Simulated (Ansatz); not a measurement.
**Abstraction of Cl: CH2BrCl + SbH2 → CH2Br + SbH2Cl**

Species: CH2BrCl (bromochloromethane) `ClCBr`, singlet; SbH2 `[SbH2]`, doublet; CH2Br `[CH2]Br`, doublet; SbH2Cl `[Cl][SbH2]`, singlet. A radical takes Cl: the energy is the difference in strength between the C–Cl bond broken and the Sb–Cl bond made.

Shapes, held fixed at every level: PBE0-D4/def2-TZVP. Programs: Ansatz 0.2.0. The zero-point and thermal change to 298 K, harmonic and unscaled (PBE0-D4/def2-TZVP), is -6.5 kJ/mol.

```csv
level,kind,ΔH(298 K) (kJ/mol),less CCSD(T)/def2-TZVPP
HF/def2-TZVPP,Hartree–Fock,-6.2,-26.2
r2SCAN-D4/def2-TZVPP,meta-GGA,+1.4,-18.6
B3LYP-D4/def2-TZVPP,global hybrid,+4.9,-15.1
PBE0-D4/def2-TZVPP,global hybrid,+11.4,-8.6
wB97M-V/def2-TZVPP,range-separated hybrid,+18.9,-1.1
MP2/def2-TZVPP,perturbation theory,+29.4,+9.4
CCSD/def2-TZVPP,coupled cluster or CI,+17.9,-2.1
CCSD(T)/def2-TZVPP,coupled cluster or CI,+20.0,0.0
```

The highest level, CCSD(T)/def2-TZVPP, gives ΔH(298 K) = +20.0 kJ/mol; the levels span -6.2 to +29.4. They disagree on the sign: 7 of 8 are positive. The column of differences is taken from that level and isn't an error. No measured value is set beside it here. Open shells run unrestricted unless RO is named. For atoms past krypton def2 sets carry core potentials with scalar relativity. Relativity is left out for Br unless named. Correlated rows may include outer-core shells of Br, Sb, which these sets cover unevenly.

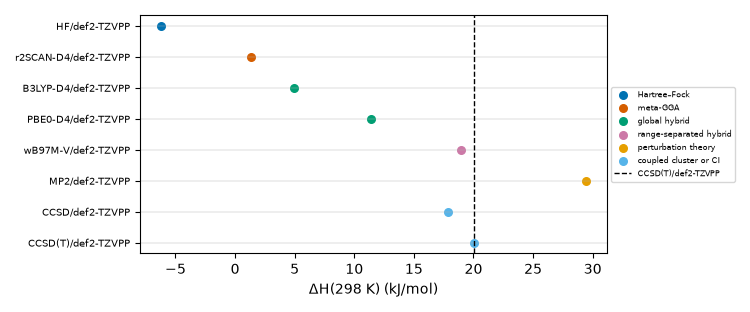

The values of the table, level by level.
